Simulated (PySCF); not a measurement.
Vertical excitations of a molecule C₄H₇BO from TDDFT-PBE/def2-SVPD (PySCF), as energy in eV (oscillator strength): 5.24 (0.060), 5.71 (0.001), 6.28 (0.000), 6.67 (0.015), 6.74 (0.001), 6.83 (0.354), 6.98 (0.046), 7.06 (0.001), 7.15 (0.006), 7.36 (0.002). Lowest triplet (TDA): 4.40 eV. Coordinates come from a B3LYP-D3(BJ)/def2-SVP optimisation. The values are those of a single conformer.

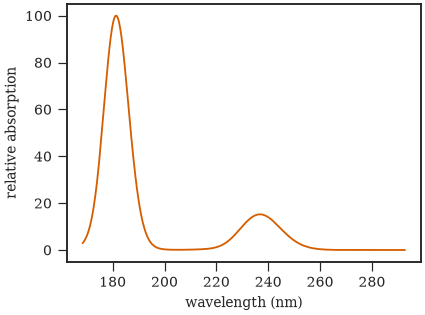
Figure. The lines broadened by 0.4 eV.

**Question.** Pick the molecule that these values belong to.
A. C#CCB(C)O
B. OB1CC=CC1
C. COB1C=CC1
D. C=C1CB(C)O1

**Answer.** D, C=C1CB(C)O1
